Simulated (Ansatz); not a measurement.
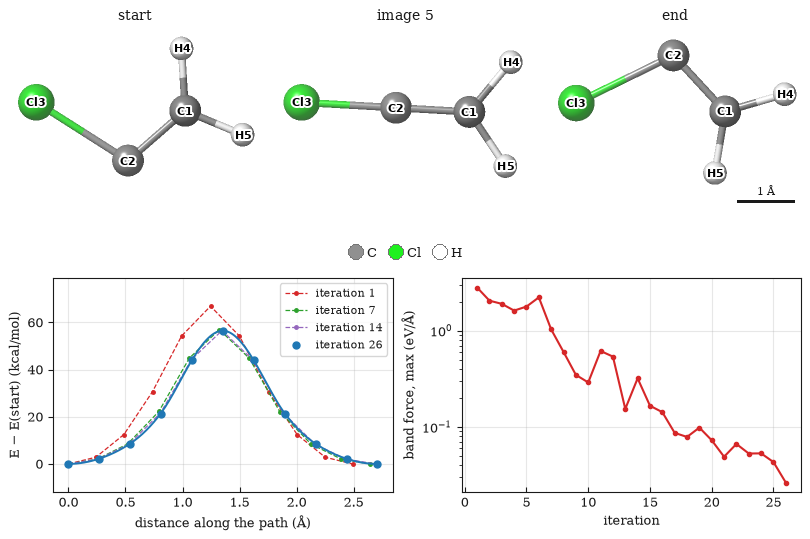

A search for the minimum-energy path of C₂H₂Cl (charge −1) by the nudged elastic band. Images are numbered from 0 (start) to 10 (end). The plot follows the band through its iterations. The picture is a ball-and-stick view, seen at a tilt.

These are results of RKS PBE0-D4/def2-SVP in Ansatz 0.2.0, not measurements. Settings: 9 movable images; climbing image; force threshold 0.03 eV/Å; iteration limit 60; optimiser FIRE; largest step 0.5 Å; starting path by image-dependent pair potential.

> Did the band converge, and can the barrier be trusted?

The run is converged, with reservations. The band converged in 26 iterations. The largest component of the band force went from 2.8 to 0.026 eV/Å. The climbing image converged on the top of the path. Its curvatures weren't checked. The step length is far from the usual. The first iteration put the highest image at 66.9 kcal/mol. The two ends have the same energy, and the highest point, image 5, lies 56.5 kcal/mol above the start.

Limits of the set-up: the basis has no diffuse functions, which an anion needs.
